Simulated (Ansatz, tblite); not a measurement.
# Ge20H30 bond sphere (Ge20H30): rung by rung

Aim: run the singlet of Ge20H30 bond sphere (Ge20H30) at one geometry on many levels, and compare frontier levels, spin and run time.

Computed with Ansatz 0.2.0, Gaussian basis. Level: as each input shows.

The runs, in order: GFN1-xTB, GFN2-xTB, PBE-D4/def2-TZVP, r2SCAN-D4/def2-TZVP, BHLYP-D4/def2-TZVP, PBE-D4/def2-SVP, PBE0-D4/def2-SVP, HF/STO-3G, HF/6-31G, B3LYP-D4/6-31G, MP2/def2-SVP.

1 further run of the same task is left out (set aside as unsound or not needed). Runs told in other sessions of the task aren't counted.

## Step 1: The structure

The singlet was relaxed beforehand with PBE-D4/def2-SVP.

50 atoms, charge 0, spin multiplicity 1.

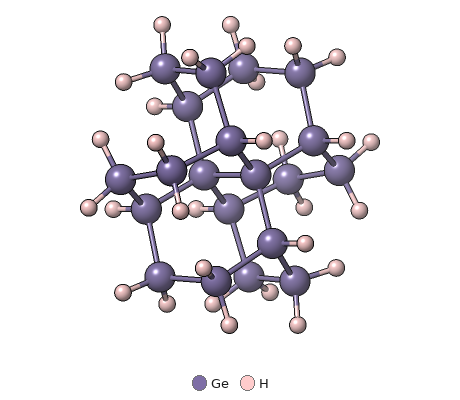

The geometry (germanium purple, hydrogen pink).

PBE0-D4/def2-TZVP was run before; its log isn't repeated, and its numbers join the tables.

## Step 2: GFN1-xTB

Tight binding, by tblite at 300 K electronic temperature and without a spin-polarisation term:

```python
tblite.interface.Calculator('GFN1-xTB', numbers, positions, charge=0, uhf=0).singlepoint()
```

Energy -1355.4938 eV, HOMO -11.86 eV, LUMO -8.88 eV; 0.42 s.

## Step 3: GFN2-xTB

Tight binding, by tblite at 300 K electronic temperature and without a spin-polarisation term:

```python
tblite.interface.Calculator('GFN2-xTB', numbers, positions, charge=0, uhf=0).singlepoint()
```

Energy -1471.6366 eV, HOMO -10.15 eV, LUMO -6.47 eV; 0.34 s.

## Step 4: PBE-D4/def2-TZVP

start.molden holds the orbitals of an earlier run on this state, given as this run's starting guess.

in.yaml reads:

```yaml
crystal:
  periodic: [false, false, false]
  atoms:
    - {symbol: Ge, position_ang: [-2.113889, -2.115847, -0.737555]}
    - {symbol: Ge, position_ang: [-2.253966, 0.821375, -3.538828]}
    - {symbol: Ge, position_ang: [-2.116179, 0.739227, 2.112502]}
    - {symbol: Ge, position_ang: [-2.254079, 3.537598, -0.826530]}
    - {symbol: Ge, position_ang: [0.822231, -2.257397, -3.535220]}
    - {symbol: Ge, position_ang: [0.736588, -2.113938, 2.116856]}
    - {symbol: Ge, position_ang: [3.538531, -2.255057, -0.817526]}
    - {symbol: Ge, position_ang: [0.708176, 0.706210, -0.706886]}
    - {symbol: Ge, position_ang: [0.820284, 3.538087, 2.254200]}
    - {symbol: Ge, position_ang: [3.535675, 0.823348, 2.259990]}
    - {symbol: Ge, position_ang: [-3.534340, -0.824159, -2.258876]}
    - {symbol: Ge, position_ang: [-0.820548, -3.539835, -2.254009]}
    - {symbol: Ge, position_ang: [-0.708598, -0.708255, 0.708557]}
    - {symbol: Ge, position_ang: [-0.734922, 2.113068, -2.116012]}
    - {symbol: Ge, position_ang: [-3.536646, 2.256609, 0.816316]}
    - {symbol: Ge, position_ang: [-0.823589, 2.257144, 3.535571]}
    - {symbol: Ge, position_ang: [2.115469, -0.739518, -2.112741]}
    - {symbol: Ge, position_ang: [2.255800, -3.536382, 0.824910]}
    - {symbol: Ge, position_ang: [2.253682, -0.820615, 3.540272]}
    - {symbol: Ge, position_ang: [2.114221, 2.113729, 0.738548]}
    - {symbol: H, position_ang: [-3.019287, -3.018022, 0.160686]}
    - {symbol: H, position_ang: [-1.494407, 0.100645, -4.687333]}
    - {symbol: H, position_ang: [-3.254543, 1.825578, -4.188182]}
    - {symbol: H, position_ang: [-3.021685, -0.158222, 3.015398]}
    - {symbol: H, position_ang: [-3.252940, 4.187761, -1.831897]}
    - {symbol: H, position_ang: [-1.494713, 4.685295, -0.104330]}
    - {symbol: H, position_ang: [0.097288, -1.495120, -4.679319]}
    - {symbol: H, position_ang: [1.825153, -3.255265, -4.190497]}
    - {symbol: H, position_ang: [-0.162265, -3.017784, 3.020007]}
    - {symbol: H, position_ang: [4.194573, -3.254129, -1.818794]}
    - {symbol: H, position_ang: [4.682025, -1.491241, -0.093294]}
    - {symbol: H, position_ang: [0.097544, 4.683372, 1.491671]}
    - {symbol: H, position_ang: [1.823108, 4.191664, 3.253367]}
    - {symbol: H, position_ang: [4.684459, 0.101483, 1.501902]}
    - {symbol: H, position_ang: [4.184589, 1.828565, 3.259819]}
    - {symbol: H, position_ang: [-4.183666, -1.828532, -3.259268]}
    - {symbol: H, position_ang: [-4.682952, -0.102946, -1.499889]}
    - {symbol: H, position_ang: [-1.824222, -4.191373, -3.253679]}
    - {symbol: H, position_ang: [-0.098394, -4.686454, -1.492992]}
    - {symbol: H, position_ang: [0.165842, 3.014797, -3.019334]}
    - {symbol: H, position_ang: [-4.681042, 1.494234, 0.091944]}
    - {symbol: H, position_ang: [-4.191696, 3.255827, 1.818090]}
    - {symbol: H, position_ang: [-1.826769, 3.256374, 4.188431]}
    - {symbol: H, position_ang: [-0.100772, 1.495522, 4.681404]}
    - {symbol: H, position_ang: [3.018637, 0.159599, -3.016279]}
    - {symbol: H, position_ang: [1.495118, -4.682252, 0.101137]}
    - {symbol: H, position_ang: [3.254247, -4.189327, 1.828855]}
    - {symbol: H, position_ang: [3.252739, -1.823691, 4.193630]}
    - {symbol: H, position_ang: [1.491592, -0.097752, 4.685785]}
    - {symbol: H, position_ang: [3.018576, 3.016025, -0.160586]}
basis:
  gaussian: {orbitals: def2-TZVP, fitting: {mean_field: def2-universal-jkfit}, initial_orbitals: start.molden}
hamiltonian: {xc: pbe, dispersion: d4}
scf: {omitted_lower_state_checks: [starts]}
output: {forces: true, orbitals: {seedname: orbitals}}
```

Started as:

```bash
$ ansatz run in.yaml --threads 11 --pin off --events-out ev --progress --plain --max-ram 166912MiB --backend cuda --devices 0, --max-vram 75GiB
```

Output, shortened:

```text
Functional definition: PBE
  name "PBE"
  cite "Perdew, Burke & Ernzerhof, Phys. Rev. Lett. 77, 3865 (1996) doi:10.1103/PhysRevLett.77.3865"
  parent pbe
[...]
5860 factors; integrals over basis functions are off by at most 6.1e-1 eV
[...]
mean field -1130692.42209793 eV, -41552.1801012485 hartree, gradient 2.3e-5 eV, S^2 0.000000; 0 other end points of the search recorded, 0 dependent functions left out
[...]
reference -1130692.42220231 eV, -41552.1801050843 hartree; 335, 335 occupied and 805, 805 virtual orbitals, 5860 factors
Total energy: -1130695.77012343 eV, -41552.3031389162 hartree
Atom 0 at    -2.113889    -2.115847    -0.737555 Å, force    -0.025639    -0.026099     0.010343 eV/Å
Atom 1 at    -2.253966     0.821375    -3.538828 Å, force    -0.023857    -0.002043    -0.051712 eV/Å
Atom 2 at    -2.116179     0.739227     2.112502 Å, force    -0.025652    -0.010683     0.025957 eV/Å
Atom 3 at    -2.254079     3.537598    -0.826530 Å, force    -0.023599     0.051812     0.002001 eV/Å
Atom 4 at     0.822231    -2.257397    -3.535220 Å, force    -0.002388    -0.023458    -0.051614 eV/Å
Atom 5 at     0.736588    -2.113938     2.116856 Å, force    -0.010220    -0.025772     0.025499 eV/Å
Atom 6 at     3.538531    -2.255057    -0.817526 Å, force     0.051704    -0.023479     0.002738 eV/Å
Atom 7 at     0.708176     0.706210    -0.706886 Å, force    -0.002162    -0.001558     0.001705 eV/Å
[...]
Atom 34 at     4.184589     1.828565     3.259819 Å, force    -0.018935    -0.039185    -0.052729 eV/Å
Atom 35 at    -4.183666    -1.828532    -3.259268 Å, force     0.018945     0.038676     0.052799 eV/Å
Atom 36 at    -4.682952    -0.102946    -1.499889 Å, force     0.050503    -0.039554    -0.030932 eV/Å
Atom 37 at    -1.824222    -4.191373    -3.253679 Å, force     0.039175     0.018656     0.053044 eV/Å
Atom 38 at    -0.098394    -4.686454    -1.492992 Å, force    -0.039299     0.050698    -0.031122 eV/Å
Atom 39 at     0.165842     3.014797    -3.019334 Å, force    -0.030941    -0.034037     0.034054 eV/Å
Atom 40 at    -4.681042     1.494234     0.091944 Å, force     0.050342     0.031099     0.040021 eV/Å
Atom 41 at    -4.191696     3.255827     1.818090 Å, force     0.019348    -0.052529    -0.038482 eV/Å
Atom 42 at    -1.826769     3.256374     4.188431 Å, force     0.038376    -0.052789    -0.019311 eV/Å
Atom 43 at    -0.100772     1.495522     4.681404 Å, force    -0.039677     0.031420    -0.050213 eV/Å
Atom 44 at     3.018637     0.159599    -3.016279 Å, force    -0.033950    -0.030719     0.034195 eV/Å
Atom 45 at     1.495118    -4.682252     0.101137 Å, force     0.031099     0.050511     0.039509 eV/Å
Atom 46 at     3.254247    -4.189327     1.828855 Å, force    -0.052882     0.019364    -0.038574 eV/Å
Atom 47 at     3.252739    -1.823691     4.193630 Å, force    -0.052952     0.038500    -0.019468 eV/Å
Atom 48 at     1.491592    -0.097752     4.685785 Å, force     0.031367    -0.039751    -0.050566 eV/Å
Atom 49 at     3.018576     3.016025    -0.160586 Å, force    -0.033854    -0.033944     0.030424 eV/Å
Dipole moment:     0.000871    -0.000448     0.000351 e Å
Checks for a lower state left out: starts
```

Wall time 7 s (1 × H100 with 11 threads of AMD EPYC 7R13, shared host); peak host memory 1.8 GiB.

Report: HOMO -6.07 eV, LUMO -2.23 eV.

## Step 5: r2SCAN-D4/def2-TZVP

in.yaml: that of step 4 with these lines changed.

```diff
@@ -55,4 +55,4 @@
   gaussian: {orbitals: def2-TZVP, fitting: {mean_field: def2-universal-jkfit}, initial_orbitals: start.molden}
-hamiltonian: {xc: pbe, dispersion: d4}
+hamiltonian: {xc: r2scan, dispersion: d4}
 scf: {omitted_lower_state_checks: [starts]}
-output: {forces: true, orbitals: {seedname: orbitals}}
+output: {orbitals: {seedname: orbitals}}
```

The command is unchanged.

Output:

```text
Functional definition: r2SCAN
  name "r2SCAN"
  cite "Furness, Kaplan, Ning, Perdew & Sun, J. Phys. Chem. Lett. 11, 8208 (2020) doi:10.1021/acs.jpclett.0c02405"
  cite "Furness, Kaplan, Ning, Perdew & Sun, J. Phys. Chem. Lett. 11, 9248 (2020) doi:10.1021/acs.jpclett.0c03077"
  parent r2scan
  parameter k0 = 0.174
  parameter k1 = 0.065
  parameter a1 = 4.9479
  exchange = r2scan_x(k0 = k0, k1 = k1, a1 = a1)
  correlation = r2scan_c
these checks for a lower state are left out or cut short: starts
5860 factors; integrals over basis functions are off by at most 6.1e-1 eV
mean field evaluation 1: about -1130860.6480 eV, gradient 2.5e1 eV
mean field evaluation 2: about -1130861.0707 eV, gradient 5.7e-1 eV
mean field evaluation 4: about -1130861.1149 eV, gradient 2.0e-3 eV
mean field -1130861.11493361 eV, -41558.3794486156 hartree, gradient 2.0e-5 eV, S^2 0.000000; 0 other end points of the search recorded, 0 dependent functions left out
reference -1130861.11496332 eV, -41558.3794497076 hartree; 335, 335 occupied and 805, 805 virtual orbitals, 5860 factors
Total energy: -1130862.06205280 eV, -41558.4142546040 hartree
Checks for a lower state left out: starts
```

Wall time 6.5 s (1 × H100 with 11 threads of AMD EPYC 7R13, shared host); peak host memory 1.6 GiB.

From the report: HOMO -6.30 eV, LUMO -2.06 eV.

## Step 6: BHLYP-D4/def2-TZVP

in.yaml: that of step 5 with these lines changed.

```diff
@@ -55,3 +55,3 @@
   gaussian: {orbitals: def2-TZVP, fitting: {mean_field: def2-universal-jkfit}, initial_orbitals: start.molden}
-hamiltonian: {xc: r2scan, dispersion: d4}
+hamiltonian: {xc: {name: BHLYP}, dispersion: d4}
 scf: {omitted_lower_state_checks: [starts]}
```

Launched as before.

Output:

```text
Functional definition: BHLYP
  name "BHLYP"
  cite "Becke, J. Chem. Phys. 98, 1372 (1993) doi:10.1063/1.464304"
  cite "Becke, Phys. Rev. A 38, 3098 (1988) doi:10.1103/PhysRevA.38.3098"
  cite "Lee, Yang & Parr, Phys. Rev. B 37, 785 (1988) doi:10.1103/PhysRevB.37.785"
  parameter a = 0.5
  exchange = (1 - a)*b88_x + a*exact_x
  correlation = lyp_c
these checks for a lower state are left out or cut short: starts
5860 factors; integrals over basis functions are off by at most 6.1e-1 eV
mean field evaluation 1: about -1130851.6141 eV, gradient 3.3e1 eV
mean field evaluation 2: about -1130852.4344 eV, gradient 1.2e0 eV
mean field evaluation 4: about -1130852.4067 eV, gradient 6.3e-2 eV
mean field -1130852.40667956 eV, -41558.0594261821 hartree, gradient 7.8e-5 eV, S^2 0.000000; 0 other end points of the search recorded, 0 dependent functions left out
reference -1130852.40714095 eV, -41558.0594431379 hartree; 335, 335 occupied and 805, 805 virtual orbitals, 5860 factors
Total energy: -1130857.81127320 eV, -41558.2580413348 hartree
Checks for a lower state left out: starts
```

It took 11 s on 1 × H100 with 11 threads of AMD EPYC 7R13, shared host; peak host memory 1.6 GiB.

HOMO -7.74 eV, LUMO -0.65 eV.

## Step 7: PBE-D4/def2-SVP

in.yaml: that of step 6 with these lines changed.

```diff
@@ -54,4 +54,4 @@
 basis:
-  gaussian: {orbitals: def2-TZVP, fitting: {mean_field: def2-universal-jkfit}, initial_orbitals: start.molden}
-hamiltonian: {xc: {name: BHLYP}, dispersion: d4}
+  gaussian: {orbitals: def2-SVP, fitting: {mean_field: def2-universal-jkfit}, initial_orbitals: start.molden}
+hamiltonian: {xc: pbe, dispersion: d4}
 scf: {omitted_lower_state_checks: [starts]}
```

Launched as before.

Output:

```text
Functional definition: PBE
  name "PBE"
  cite "Perdew, Burke & Ernzerhof, Phys. Rev. Lett. 77, 3865 (1996) doi:10.1103/PhysRevLett.77.3865"
  parent pbe
  parameter kappa = 0.804
  parameter beta = 0.06672455060314922
  exchange = pbe_x(kappa = kappa, mu = beta*pi^2/3)
  correlation = pbe_c(beta = beta)
these checks for a lower state are left out or cut short: starts
5860 factors; integrals over basis functions are off by at most 3.4e-1 eV
mean field evaluation 1: about -1130548.8333 eV, gradient 2.6e1 eV
mean field evaluation 2: about -1130549.8227 eV, gradient 9.4e-1 eV
mean field evaluation 4: about -1130549.7713 eV, gradient 7.3e-2 eV
mean field -1130549.77130450 eV, -41546.9377812823 hartree, gradient 6.3e-5 eV, S^2 0.000000; 0 other end points of the search recorded, 0 dependent functions left out
reference -1130549.77140134 eV, -41546.9377848409 hartree; 335, 335 occupied and 455, 455 virtual orbitals, 5860 factors
Total energy: -1130553.11932246 eV, -41547.0608186728 hartree
Checks for a lower state left out: starts
```

It took 3.8 s on 1 × H100 with 11 threads of AMD EPYC 7R13, shared host; peak host memory 1.5 GiB.

Report: HOMO -6.04 eV, LUMO -2.13 eV.

[end of part 1 of 2]
